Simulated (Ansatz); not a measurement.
# AlH₄ (doublet): trial inputs and their diagnosis at scale of all distances = 1.000

3 inputs are run for AlH₄ (doublet) as typed; the log has to tell whether the result can be used and what must change.

Program: Ansatz 0.2.0, Gaussian basis. Level of theory: the settings change from run to run. These are calculated values, not measurements.

17 further runs of the same task are left out: 5 for a known fault of the program, 10 that didn't finish, 2 set aside as unsound or not needed.

### 1 The system

The geometry derives from a PBE0/def2-TZVP stationary point (not a proven minimum). All distances are scaled together.

5 atoms, charge 0, spin multiplicity 2.

Atoms are counted from 1 here; the program's logs count them from 0.

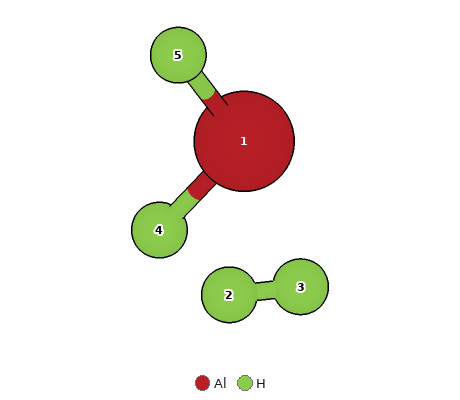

The structure; aluminium red, hydrogen green; atoms are numbered from 1 in the order of the file.

### 2 Try 1

Input file in.yaml:

```yaml
crystal:
  periodic: [false, false, false]
  atoms:
    - {symbol: Al, position_ang: [-0.031682, 0.000078, -0.070261]}
    - {symbol: H, position_ang: [0.237464, 0.000954, 1.050871]}
    - {symbol: H, position_ang: [-0.167791, -0.004713, 1.035321]}
    - {symbol: H, position_ang: [0.388063, 0.732048, -0.099911]}
    - {symbol: H, position_ang: [0.390344, -0.730364, -0.105464]}
basis:
  gaussian: {orbitals: 6-31G}
magnetization: {spin_polarized: true, initial_magnetization: 1}
correlation: {method: mp2, electrons: valence}
scf: {lower_state_search: off}
output: {forces: true}
```

Command:

```bash
> ansatz run in.yaml --threads 1 --pin off --events-out ev --progress --plain --max-ram 2393MiB
```

Output:

```text
Functional definition: HF
  name "HF"
  cite "Fock, Z. Phys. 61, 126 (1930) doi:10.1007/BF01340294"
  parent pbe
  exchange = exact_x
  correlation = 0
these checks for a lower state are left out or cut short: starts, cluster_reference, orbital_swaps, neighbouring_geometries, increment
270 factors; integrals over basis functions are off by at most 4.4e-4 eV
mean field evaluation 1: about -6603.8959 eV, gradient 9.5e0 eV
mean field evaluation 2: about -6603.9246 eV, gradient 9.5e0 eV
mean field evaluation 4: about -6604.6515 eV, gradient 6.0e-1 eV
mean field evaluation 8: about -6604.6621 eV, gradient 1.5e-6 eV
mean field -6604.66205065 eV, -242.7168535607 hartree, gradient 4.0e-6 eV, S^2 0.753296; 0 other end points of the search recorded, 0 dependent functions left out
5 core orbitals not correlated: weight in the atoms' cores, before any rotation towards them, 0.999 or more for the frozen orbitals, at most 0.001 for the correlated occupied ones
reference -6604.66205065 eV, -242.7168535607 hartree; 4, 3 occupied and 12, 13 virtual orbitals, 270 factors
second order -1.27504002 eV of doubles, -0.00000000 eV of singles
the calculation of the forces begins
Total energy: -6605.93709068 eV, -242.7637104174 hartree
Atom 0 at    -0.031682     0.000078    -0.070261 Å, force   -57.152149    -0.050533   -23.263874 eV/Å
Atom 1 at     0.237464     0.000954     1.050871 Å, force    45.729120     0.612880    16.291714 eV/Å
Atom 2 at    -0.167791    -0.004713     1.035321 Å, force   -45.673464    -0.685684    15.077571 eV/Å
Atom 3 at     0.388063     0.732048    -0.099911 Å, force    28.473988    51.042424    -3.866510 eV/Å
Atom 4 at     0.390344    -0.730364    -0.105464 Å, force    28.622505   -50.919088    -4.238900 eV/Å
Dipole moment:    -0.012599    -0.000881     0.296170 e Å
Checks for a lower state left out: starts, cluster_reference, orbital_swaps, neighbouring_geometries, increment
```

Run time: 0.36 s. Hardware: 1 thread of Arm Neoverse N1, shared host.

What is wrong: The run converged, which proves nothing about the input. The coordinates are scaled by the bohr-ångström factor. The shortest distance is 0.41 Å, against 0.77 Å in the geometry of step 1. Its energy belongs to another geometry. Cure: restore the coordinates in ångström.

### 3 Try 2

Input file in.yaml:

```yaml
crystal:
  periodic: [false, false, false]
  atoms:
    - {symbol: Al, position_ang: [-0.059867, 0.000147, -0.132768]}
    - {symbol: H, position_ang: [0.448722, 0.001802, 1.985772]}
    - {symbol: H, position_ang: [-0.317066, -0.008906, 1.956389]}
    - {symbol: H, position_ang: [0.733301, 1.383310, -0.188797]}
    - {symbol: H, position_ang: [0.737612, -1.380129, -0.199290]}
basis:
  gaussian: {orbitals: 6-31G}
magnetization: {spin_polarized: false, initial_magnetization: 1}
correlation: {method: dmrg, electrons: valence}
```

Same command.

Output:

```text
Error: YAML parse error: error: line 12 column 23: unknown variant `dmrg`, expected one of mp2, rpa, ccsd, ccsd_t, bccd, bccd_t, ccsdt, ccsdt_q, ccsdt_q_b, ccsdtq, fci, sc_nevpt2, fic_nevpt4_sd, fic_mrcisd_q, fic_mrcisd_q_relaxed
  --> <input>:12:23
   |
10 |   gaussian: {orbitals: 6-31G}
11 | magnetization: {spin_polarized: false, initial_magnetization: 1}
12 | correlation: {method: dmrg, electrons: valence}
   |                       ^ unknown variant `dmrg`, expected one of mp2, rpa, ccsd, ccsd_t, bccd, bccd_t, ccsdt, ccsdt_q, ccsdt_q_b, ccsdtq, fci, sc_nevpt2, fic_nevpt4_sd, fic_mrcisd_q, fic_mrcisd_q_relaxed
```

Run time: 0.03 s. Hardware: 1 thread of Arm Neoverse N1, shared host.

Diagnosis: The run was refused. The method's name isn't one that the program knows. Cure: name one from the list in the message.

### 4 Try 3

Input file in.yaml:

```yaml
crystal:
  periodic: [false, false, false]
  atoms:
    - {symbol: Al, position_ang: [-0.059867, 0.000147, -0.132768]}
    - {symbol: H, position_ang: [0.448722, 0.001802, 1.985772]}
    - {symbol: H, position_ang: [-0.317066, -0.008906, 1.956389]}
    - {symbol: H, position_ang: [0.733301, 1.383310, -0.188797]}
    - {symbol: H, position_ang: [0.737612, -1.380129, -0.199290]}
basis:
  gaussian: {orbitals: 6-31G}
magnetization: {spin_polarized: false, initial_magnetization: 1}
correlation: {method: fic_mrcisd_q, electrons: outside_noble_gas, active_space: {window: {electrons: 3, orbitals: 3}, states: [{multiplicity: 2, weights: [1, 1]}], root: 5}}
scf: {lower_state_search: light}
```

Launched as before.

Output:

```text
Error: the active space averages no state 5, counted from zero
```

Run time: 0.03 s. Hardware: 1 thread of Arm Neoverse N1, shared host.

Diagnosis: The run was refused. The root asked for lies beyond the states averaged. Fix: average more states or name a lower root.

### 5 How the runs ended

```
try                level      ended                                                   cause    time
  1     MP2 on UHF/6-31G  converged  the coordinates are scaled by the bohr-ångström factor  0.36 s
  2         'dmrg'/6-31G    refused      the method's name isn't one that the program knows  0.03 s
  3  MRCISD+Q(3,3)/6-31G    refused      the root asked for lies beyond the states averaged  0.03 s
```

1 converged, 2 refused. The input that converges on a wrong geometry or spin is the dangerous one: no error points at it, so geometry and ⟨S²⟩ have to be checked.
